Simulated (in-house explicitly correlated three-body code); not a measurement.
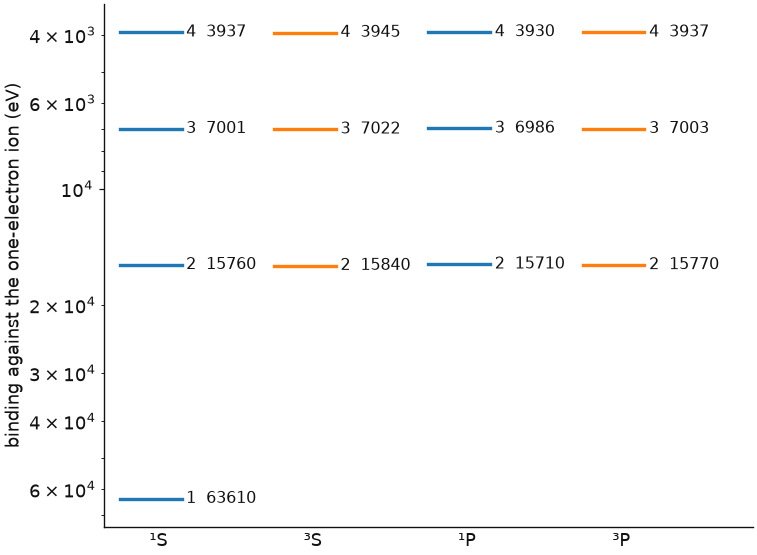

Two electrons around a point charge of unknown size. Computed variationally in 260 exponentially correlated functions with an in-house code, non-relativistic, converged to about 10⁻⁸ of the energy. The plot shows the bound S and P states that converged, by term and principal number n, on a logarithmic scale of binding.

Q: What is the nuclear charge?

A: Z = 69 (thulium). The outer electron of the excited states sees a charge of Z − 1, so they are bound by about 13.6 (Z − 1)²/n² eV. The ground state is bound by 63.61 keV. The n = 2 states drawn run, from the deepest, 2 ³S (15.84 keV), 2 ³P (15.77 keV), 2 ¹S (15.76 keV), 2 ¹P (15.71 keV). Exchange puts 2 ³S below 2 ¹S by 80.6 eV and 2 ³P below 2 ¹P by 61.8 eV. Quantum defects n − (Z − 1)/√(2 E(binding)): 2 ³S 0.007, 2 ³P 0.003, 2 ¹S 0.002, 2 ¹P −0.001.
